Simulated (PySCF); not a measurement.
SMILES C(=O)(OC)[SiH2][SiH2]O (C2H8O3Si2) at its GFN2-xTB optimised geometry (Å):

```
15

C      2.4405    -1.8415     0.1237
O      1.0227    -1.6758     0.1187
C      0.5161    -0.4566     0.0000
O      1.1949     0.5485    -0.1039
Si    -1.4117    -0.4566     0.0000
Si    -1.9777     1.7895     0.0000
O     -0.6499     2.6687    -0.2896
H      2.9206    -0.9226    -0.2168
H      2.6768    -2.6687    -0.5434
H      2.7652    -2.0753     1.1383
H     -1.7497    -1.2700    -1.1741
H     -1.7600    -1.2689     1.1700
H     -2.5363     2.2160     1.2905
H     -2.9206     2.1524    -1.0608
H      0.2169     2.2506    -0.2501
```

Computed with PBE/def2-TZVP run with PySCF 2.14.0.

Map of the electron localisation function on the plane z = 0.8 Å:

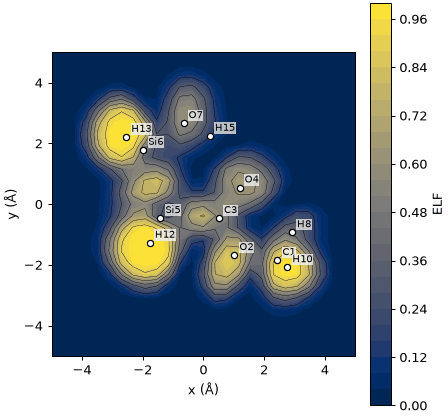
Figure: Electron localisation function on the plane z = 0.8 Å.
